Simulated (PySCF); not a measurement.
SMILES c1ccc(Cc2nccs2)cc1, GFN2-xTB optimised geometry. Atoms within 1.6 Å of the plane z = 0.0 Å (x, y, z in Å): C4 (1.23, -2.00, -1.48), C5 (0.73, -1.83, -0.06), C6 (-0.12, -0.62, 0.00), N7 (-1.41, -0.62, 0.00), C8 (-1.92, 0.63, 0.01), C9 (-1.01, 1.63, 0.01), S10 (0.59, 0.99, 0.00), H15 (2.99, -0.82, -1.18), H16 (1.58, -1.73, 0.62), H17 (0.13, -2.69, 0.23), H18 (-2.99, 0.76, 0.01), H19 (-1.16, 2.69, 0.01).

Computed with PySCF with CAM-B3LYP/def2-SVP. Cells within 0.4 Å of a nucleus heavier than hydrogen are left out (blank, or x).

Map of the log10 of the electron density (e/bohr³), floored at −4 on the plane z = 0.0 Å:

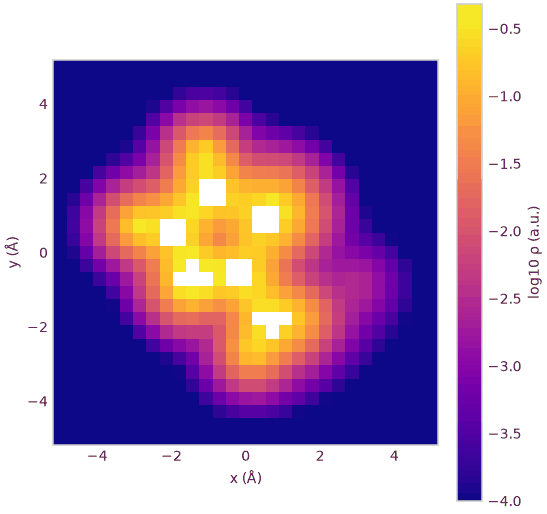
Fig. 1. Log10 of the electron density (e/bohr³), floored at −4 on the plane z = 0.0 Å.
